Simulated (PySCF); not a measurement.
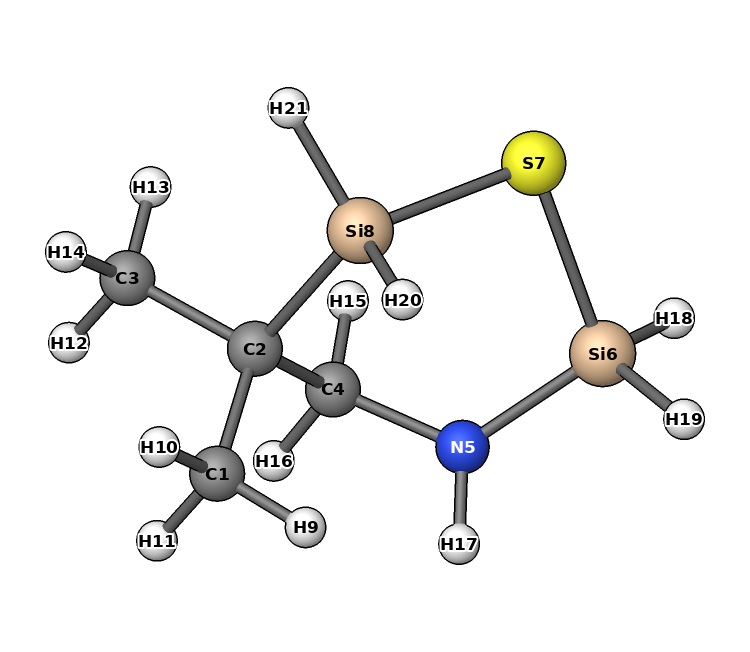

The questions are on isotropic NMR shieldings of the C atoms. The computed structure is the end point of a GFN2-xTB optimisation. No frequency run is at hand to confirm it as a minimum. Level of theory: GIAO PBE0/pcSseg-1 NMR shielding, non-relativistic, gas phase (PySCF 2.14.0).

Question: Which C atom is the most shielded (lowest chemical shift)?

Answer: C1 (161.0 ppm).

Question: Which C atom is the least shielded (highest chemical shift)?

Answer: C4 (131.9 ppm).

Question: How wide is the range of C shifts?

Answer: 29.1 ppm.

Give the isotropic NMR shieldings of the C atoms atom by atom.

```
atom  σ (ppm)
  C1    161.0
  C2    160.3
  C3    160.2
  C4    131.9
```

The geometry is semi-empirical. Around Si such bond lengths and angles can be off by a tenth of an ångström or more and by several degrees, and values that hang on the shape move with them.
